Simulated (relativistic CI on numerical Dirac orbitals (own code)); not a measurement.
# Pd⁺: 3d photoemission multiplets

Wanted: the shape of the 3d photoemission spectrum of Pd⁺ in 4 surroundings, from the same atomic integrals.

The numbers are computed with relativistic CI on numerical Dirac orbitals (own code) version 1 (Dirac-Coulomb-Breit CI, KLI orbitals optimised for each configuration, model QED (radiative potential, 1s self-energy scaled to tabulated hydrogen-like ionisation energies), valence Slater integrals scaled by 0.9, multiplet model of photoemission in the sudden approximation), except any that are marked as measured or tabulated.

## 1. What is computed

| Item | Value |
| --- | --- |
| ion | Pd⁺ (Pd II) |
| nuclear charge | 46 |
| electrons | 45 |
| configurations | [Kr] 4d9 → [Ar] 3d9 4s2 4p6 4d9 |
| temperature | 300 K |
| widths | Lorentz 0.21 eV, Gauss 0.5 eV |
| surrounding 1 | free ion |
| surrounding 2 | Td, 10Dq = -1550 cm⁻¹ |
| surrounding 3 | Td, 10Dq = -4200 cm⁻¹ |
| surrounding 4 | Td, 10Dq = -6900 cm⁻¹ |

## 2. Surrounding 1: free ion

Settings of the run:

```ini
atom Pd  Z=46  charge=1  electrons=45
nucleus A=106  rms_radius_fm=4.5318
hamiltonian dirac-coulomb  breit=on  qed=on  c_scale=1
orbitals kli  potential=per-configuration
slater_scale 0.9
correlation none
mixing on
configurations
  [Kr] 4d9
  [Ar] 3d9 4s2 4p6 4d9
end
photoemission 3d T=300 lorentz=0.21 gauss=0.5
crystal_field free
```

## 3. Surrounding 2: Td, 10Dq = -1550

The settings differ from step 2 so:

```diff
@@ -12,2 +12,2 @@
 photoemission 3d T=300 lorentz=0.21 gauss=0.5
-crystal_field free
+crystal_field Td 10Dq=-1550
```

## 4. Surrounding 3: Td, 10Dq = -4200

The settings differ from step 3 so:

```diff
@@ -12,2 +12,2 @@
 photoemission 3d T=300 lorentz=0.21 gauss=0.5
-crystal_field Td 10Dq=-1550
+crystal_field Td 10Dq=-4200
```

## 5. Surrounding 4: Td, 10Dq = -6900

The settings differ from step 4 so:

```diff
@@ -12,2 +12,2 @@
 photoemission 3d T=300 lorentz=0.21 gauss=0.5
-crystal_field Td 10Dq=-4200
+crystal_field Td 10Dq=-6900
```

(Steps that only read results are left out.)

Q: Predict the outcome of this session. Wanted: highest peak, first run; ground spin.

As calculated:

| surrounding | ground S | centroid (eV) | spread (eV) | up to four highest peaks (% of the highest), eV |
| --- | --- | --- | --- | --- |
| 1: free | 0.50 | 355.53 | 3.03 | 352.5 (100), 354.4 (51), 358.6 (50), 359.6 (77) |
| 2: Td | 0.50 | 355.53 | 3.03 | 352.5 (100), 354.5 (50), 358.7 (56), 359.6 (73) |
| 3: Td | 0.50 | 355.53 | 3.03 | 352.6 (100), 354.7 (49), 358.9 (71), 359.7 (65) |
| 4: Td | 0.50 | 355.53 | 3.03 | 352.6 (100), 354.9 (44), 359.0 (83), 359.7 (55) |

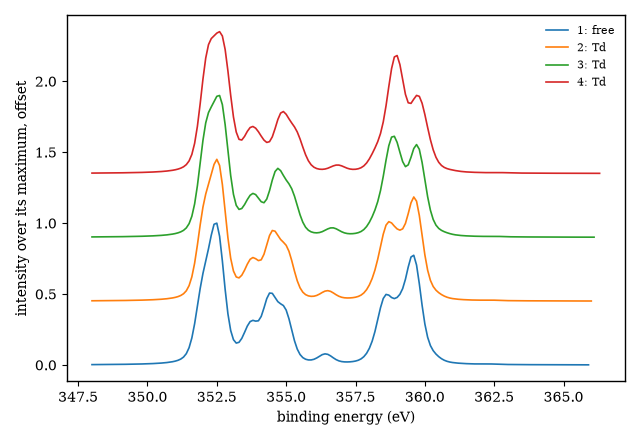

The spectra, each scaled to its maximum and offset.

| quantity | value |
| --- | --- |
| highest peak, first run | 352.5 eV |
| ground spin (effective S from ⟨S²⟩) | 0.50 |

The highest peak stays in place, within the step of the energy grid, in all surroundings. Energies are those of the free ion without screening by ligands; binding energies in solids differ by tens of eV.
